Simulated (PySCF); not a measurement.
**[NH4]+ (ammonium): wB97X-V/STO-3G**

Aim: the vertical singlet–triplet gap of [NH4]+ (ammonium) at wB97X-V/STO-3G, from 2 runs. Input form: a Python script.

Program for the calculation: PySCF 2.14.0.

15 further runs of the same task are left out: 2 that didn't finish, 13 set aside as unsound or not needed.

### Step 1. The structure to begin with

[NH4]+: 5 atoms, total charge +1, spin state singlet. As SMILES, `[NH4+]`. The shape is that of a PBE0-D4/def2-TZVP optimisation.

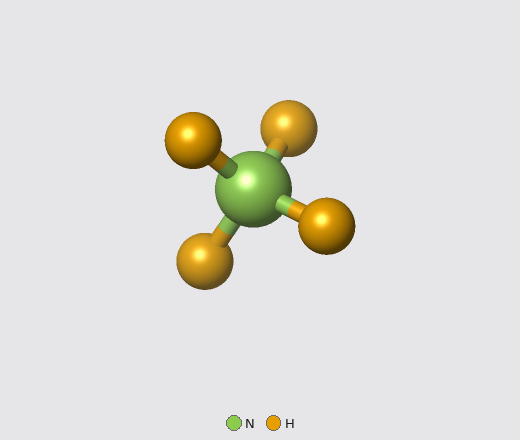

Viewed from a chosen angle; nitrogen green, hydrogen amber.

### Step 2. The energy at wB97X-V/STO-3G

input.xyz

```xyz
5

N      0.000010     0.000010     0.000000
H      0.453330    -0.447860     0.801010
H     -0.972430     0.216180     0.235210
H      0.023940    -0.633460    -0.803650
H      0.495160     0.865130    -0.232580
```

input.py

```python
# [NH4+]
from pyscf import gto, dft

mol = gto.Mole()
mol.atom = 'input.xyz'
mol.basis = 'sto-3g'
mol.max_memory = 1860
mol.verbose = 3
mol.charge = 1
mol.build()

mf = dft.RKS(mol, xc='wb97x-v')
mf.nlcgrids.level = 1
mf.grids.level = 5
mf.conv_tol = 1e-10
mf.kernel()
if not mf.converged:
    mf = mf.newton().run(mf.mo_coeff, mf.mo_occ)

e_final = mf.e_tot
print('Final energy', e_final)
```

Run with:

```sh
$ OMP_NUM_THREADS=1 python input.py
```

Log:

```text
converged SCF energy = -56.1896639170192
Final energy -56.18966391701923
```

Run time: 6.6 s. Hardware: 1 thread of Arm Neoverse V2, shared host; peak memory 0.16 GiB.

### Step 3. The triplet, same level

job.py

```python
from pyscf import gto, dft

molecule = gto.Mole()
molecule.atom = '''
N      0.000019     0.000019     0.000000
H      0.856670    -0.846333     1.513690
H     -1.837626     0.408521     0.444482
H      0.045240    -1.197066    -1.518678
H      0.935717     1.634859    -0.439513
'''
molecule.max_memory = 1860
molecule.verbose = 4
molecule.basis = 'sto-3g'
molecule.unit = 'bohr'
molecule.spin = 2
molecule.charge = 1
molecule.build()

calc0 = dft.UKS(molecule, xc='wb97x-v')
calc0.grids.level = 5
calc0.conv_tol = 1e-10
calc0.nlcgrids.level = 1
calc0.kernel()
if not calc0.converged:
    calc0 = calc0.newton().run(calc0.mo_coeff, calc0.mo_occ)

etot = calc0.e_tot
print('E = %.10f Eh' % etot)
```

Run with:

```sh
$ OMP_NUM_THREADS=1 python job.py
```

Log:

```text
PySCF version 2.14.0

[INPUT] num. atoms = 5
[INPUT] num. electrons = 10
[INPUT] charge = 1
[INPUT] spin (= nelec alpha-beta = 2S) = 2
[INPUT] symmetry False subgroup None
[INPUT] Mole.unit = bohr
[INPUT] Symbol           X                Y                Z      unit          X                Y                Z       unit  Magmom
[INPUT]  1 N      0.000010054367   0.000010054367   0.000000000000 AA    0.000019000000   0.000019000000   0.000000000000 Bohr   0.0
[INPUT]  2 H      0.453330241279  -0.447860136450   0.801010252397 AA    0.856670000000  -0.846333000000   1.513690000000 Bohr   0.0
[INPUT]  3 H     -0.972429801394   0.216180003382   0.235209745064 AA   -1.837626000000   0.408521000000   0.444482000000 Bohr   0.0
[INPUT]  4 H      0.023939977022  -0.633460047167  -0.803649788326 AA    0.045240000000  -1.197066000000  -1.518678000000 Bohr   0.0
[INPUT]  5 H      0.495160112270   0.865130125867  -0.232580263503 AA    0.935717000000   1.634859000000  -0.439513000000 Bohr   0.0

nuclear repulsion = 16.3752692836985
number of shells = 7
number of NR pGTOs = 27
number of NR cGTOs = 9
basis = sto-3g
ecp = {}

[... 46 lines left out ...]
[... the frontier-level lines of each cycle are left out ...]
[... 11 lines left out ...]
[... 11 lines left out ...]
[... 11 lines left out ...]
[... 11 lines left out ...]
[... 11 lines left out ...]
[... 11 lines left out ...]
[... 11 lines left out ...]
[... 11 lines left out ...]
[... 1 line left out ...]
cycle= 17 E= -55.4694435205505  delta_E= -1.71e-08  |g|= 3.1e-05  |ddm|= 0.00156


cycle= 18 E= -55.469443525113  delta_E= -4.56e-09  |g|= 2.78e-05  |ddm|= 0.000226


cycle= 19 E= -55.469443520895  delta_E= 4.22e-09  |g|= 2.35e-05  |ddm|= 0.000267


cycle= 20 E= -55.4694435155319  delta_E= 5.36e-09  |g|= 1.18e-05  |ddm|= 0.000573


cycle= 21 E= -55.469443515032  delta_E= 5e-10  |g|= 2.77e-06  |ddm|= 0.000429


cycle= 22 E= -55.4694435150329  delta_E= -9.52e-13  |g|= 1.17e-06  |ddm|= 5.25e-05


Extra cycle  E= -55.4694435150365  delta_E= -3.57e-12  |g|= 7.37e-07  |ddm|= 3.86e-06
converged SCF energy = -55.4694435150365  <S^2> = 2.0010045  2S+1 = 3.0006696
E = -55.4694435150 Eh
```

Wall time 20 s (1 thread of Arm Neoverse V2, shared host); peak memory 0.17 GiB.

### Step 4. Outcome

Level: wB97X-V/STO-3G.

| quantity | value |
| --- | --- |
| singlet: total energy | -56.18966 Eh |
| singlet: HOMO energy | -25.77 eV |
| singlet: LUMO energy | 2.92 eV |
| singlet: HOMO–LUMO gap | 28.69 eV |
| triplet: total energy | -55.46944 Eh |
| triplet: HOMO energy (highest over α and β) | -6.59 eV |
| triplet: ⟨S²⟩ | 2.001 |
| vertical energy of the triplet above the singlet | 19.598 eV |

**Reading.** At this shape the triplet lies 19.60 eV (452 kcal/mol) above the singlet. In a minimal basis such a difference can be off by several eV, whatever the method.
